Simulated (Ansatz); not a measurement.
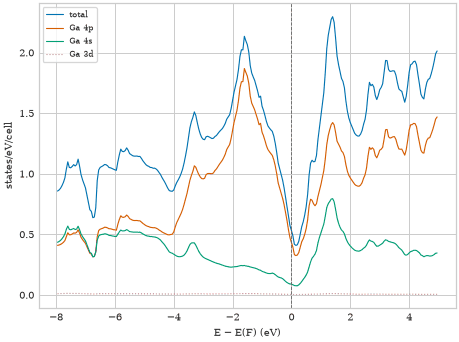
Figure: Total and projected density of states of Ga (α-Ga, Cmce), plane-wave PAW r²SCAN+D4 (Ansatz code)

Which orbitals carry the states next to the Fermi level?

Within 0.5 eV of the Fermi level: Ga 4p 82 %, Ga 4s 16 %. Projections are on Löwdin-orthogonalised atomic valence shells; empty p or d shells of many metals are not among them.

Where is the tallest occupied peak in this window, and what makes it?

Near -1.6 eV, about 2.1 states/eV per cell; the largest projected share is Ga 4p.

The r²SCAN+D4 relaxation kept the symmetry of its start. The pairwise dispersion correction was not fitted to metals. Scalar-relativistic: spin–orbit coupling is off unless named, which matters more the heavier the elements.

Potentials: the earlier of the program's two PAW sets.
